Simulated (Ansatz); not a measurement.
**Fields on a plane of Ta2C (space group P-3m1)**

```
CELL_PARAMETERS angstrom
      3.07620     0.00000     0.00000
     -1.53810     2.66407     0.00000
      0.00000     0.00000     4.89012
ATOMIC_POSITIONS crystal
  Ta 0.33333 0.66667 0.25323
  Ta 0.66667 0.33333 0.74677
  C  0.00000 0.00000 0.00000
```

The slice is a (1 -1 0 0) plane (indices of the conventional cell) through the point (0.667, 0.333, 0.747) (fractional), spanned by u = [110] and v = [001] in vectors of this cell: u (3.08 Å) and v (4.89 Å, at 90° to u). It covers one period; positions are fractions (u, v).

Atoms on it: Ta at (0.00, 0.00). Other atoms lie within 1 Å of the plane.

These are LDA (plane waves to 420 eV, PAW, scalar-relativistic; Ansatz, a first-principles code) values and carry that method's errors. k mesh 17×17×10. Inside the PAW spheres the values are not all-electron values, and peaks at nuclei hang on which shells count as valence. Spin-orbit coupling is left out, though Ta is heavy. Ta2C is run without spin polarisation. Ta2C was relaxed with its symmetry unable to fall.

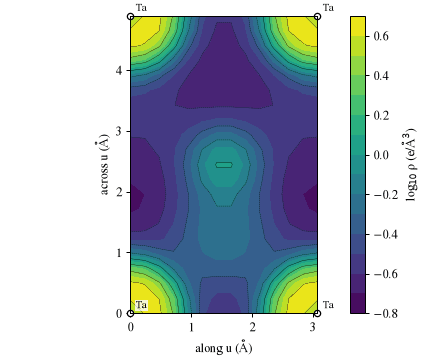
Figure: Log₁₀ of the valence density in e/Å³, one period of the plane, atoms marked. The scale is logarithmic, as a density can span decades between atoms and voids.

```
v \ u  0.00  0.15  0.31  0.46  0.62  0.77  0.92
-----  ----  ----  ----  ----  ----  ----  ----
0.90      x     x  <5.0  11.0   7.9     x     x
0.75    7.2   8.8  11.0  11.6  11.4  10.0   7.7
0.60   13.4  11.3  <5.0  <5.0  <5.0   8.5  12.9
0.45   12.3   9.9  <5.0  <5.0  <5.0   6.7  11.7
0.30   10.5  10.6   9.1   5.8   7.3  10.2  10.5
0.15      x     x  <5.0   9.8   8.5  <5.0     x
0.00      x     x  <5.0   9.3  <5.0     x     x
```

Values: electrostatic potential energy of an electron, from the cell's mean, in eV. Points within 0.9 Å of a nucleus are blanked (x), as the pseudised field means little there. Values under 5 eV are set to 5. The zero, the cell's mean, hangs on the PAW cores.
